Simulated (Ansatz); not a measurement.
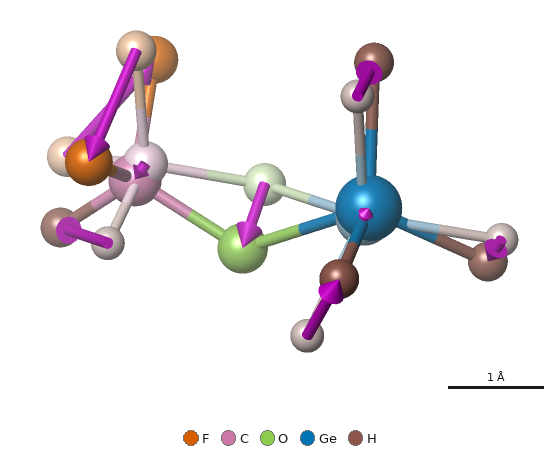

This is a relaxation of CH₄F₂GeO (coarse preliminary run). The starting structure is drawn faded, the final one solid; purple arrows show the displacements, at their true length. The two geometries are superimposed by the best rigid fit.

A ball-and-stick model, seen at a tilt.

The start comes from a force field.

All numbers below come from Ansatz 0.2.0, RKS PBE-D4/def2-SVP. Settings: force threshold 0.03 eV/Å; at most 200 steps.

What did the optimiser do to the structure, and how much energy did it gain?

An F atom moves most after the best rigid fit: 1.51 Å. By element the largest moves are F 1.51 Å, H 1.41 Å, O 0.79 Å, C 0.20 Å, Ge 0.14 Å. Some distances before and after: C–F 1.445 → 1.373 Å, Ge–H 1.615 → 1.545 Å, Ge–H 1.519 → 1.543 Å, Ge–H 1.568 → 1.546 Å. Bond angles that change, for instance: C–O–Ge 109.0° → 119.1°, O–Ge–H 111.1° → 101.7°, F–C–O 107.5° → 111.8°. Groups turn about C–O by about 115°, Ge–O by about 25°. Over 23 accepted moves (26 points after the start) the energy falls by 0.445 eV. Largest force component: 2 eV/Å at the start, 0.0058 eV/Å at the end. The line search rejected the trial steps at points 3, 10, 23 of the run. The forces were under the threshold at step 11, but the run went on from there. Cost: 30 s on 4 threads of Arm Neoverse V2, with other jobs on the host.
